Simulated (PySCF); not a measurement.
**C6H13BO2Si: density, localisation and related maps**

```
atom    x (Å)    y (Å)    z (Å)
   C  -2.2362  -1.5587  -0.6826
   B  -1.8051  -0.2472   0.0677
   C  -2.5805   1.1053  -0.1613
   C  -0.5318  -0.2802   1.0237
   C   0.6600   0.3719   0.3118
   O   0.9015  -0.3427  -0.9115
   C   2.0616   0.1078  -1.5483
   C   3.1974   0.2535  -0.5467
   O   4.3551   0.3771  -0.8550
  Si   2.3634   0.2774   1.1902
   H  -3.1607  -1.4790  -1.2490
   H  -1.4405  -1.8155  -1.3821
   H  -2.3230  -2.4110  -0.0109
   H  -3.5910   1.0220   0.2387
   H  -2.1200   1.9733   0.3047
   H  -2.7025   1.3174  -1.2223
   H  -0.6946   0.2839   1.9442
   H  -0.2428  -1.2929   1.3052
   H   0.3939   1.4104   0.0512
   H   1.9056   1.1009  -2.0062
   H   2.3088  -0.6042  -2.3384
   H   2.7235   1.4548   1.9724
   H   2.5532  -0.9976   1.8737
```

Geometry: GFN2-xTB.

The calculation used PBE0/pcSseg-1, SCF density, gas phase, non-relativistic (PySCF 2.14.0).

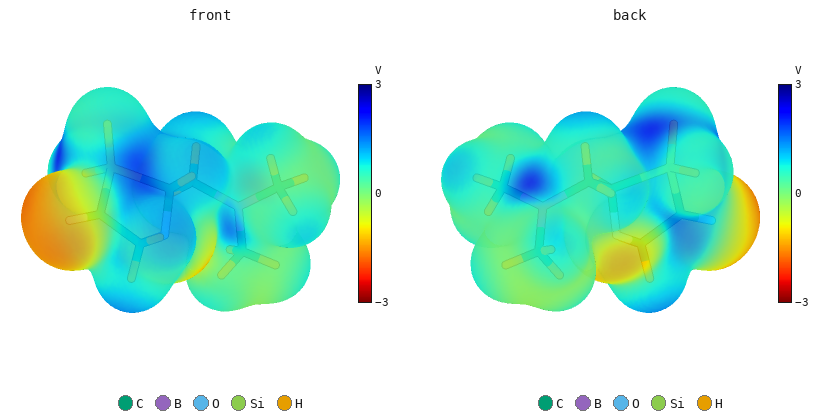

Figure 1. The electrostatic potential painted on the density surface at 0.004 e/bohr³, seen from the front and from behind; the colour scale runs from red (negative) to blue (positive).

> Where is the surface potential most negative and most positive?

The most negative region (about −1.7 V) lies over O9, the most positive (about +2.0 V) over B2 and Si10. O9 is the likeliest acceptor of a hydrogen bond.

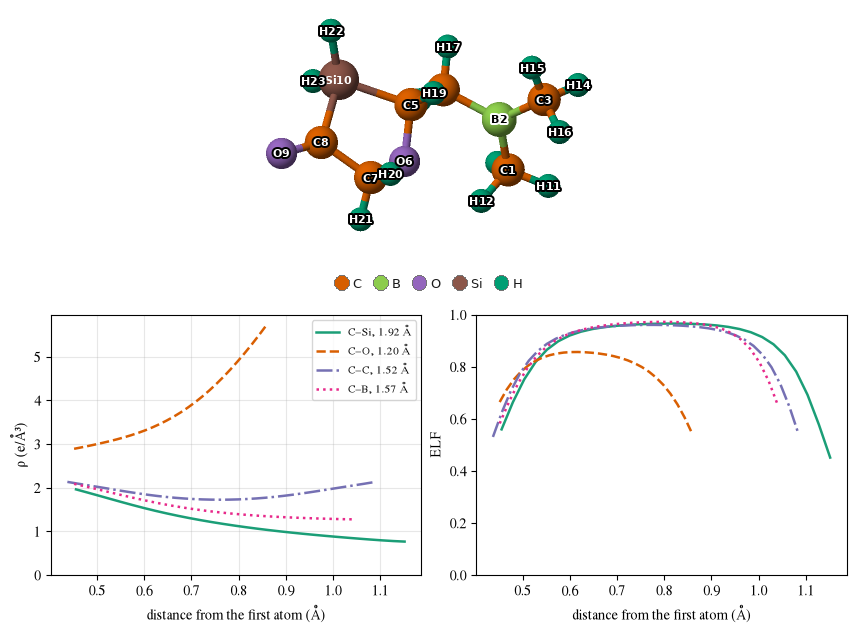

Figure 2. Total electron density and electron localisation function along straight lines between neighbouring atoms. The curves leave out the atomic cores. The structure is drawn too.

> What can be read from the curves?

C–Si (1.92 Å): ρ is about 0.92 e/Å³ halfway; the ELF peaks at about 0.95 between the atoms: a shared electron pair.
C–O (1.20 Å): the density is about 3.3 e/Å³ at the midpoint; the ELF peaks at about 0.85 between the atoms (a short, multiple covalent bond).
C–C (1.52 Å): ρ is about 1.7 e/Å³ halfway; the ELF peaks at about 0.95 between the atoms (a covalent bond).
C–B (1.57 Å): ρ at the midpoint is about 1.4 e/Å³; the ELF peaks at about 1 between the atoms, as expected for a covalent bond.
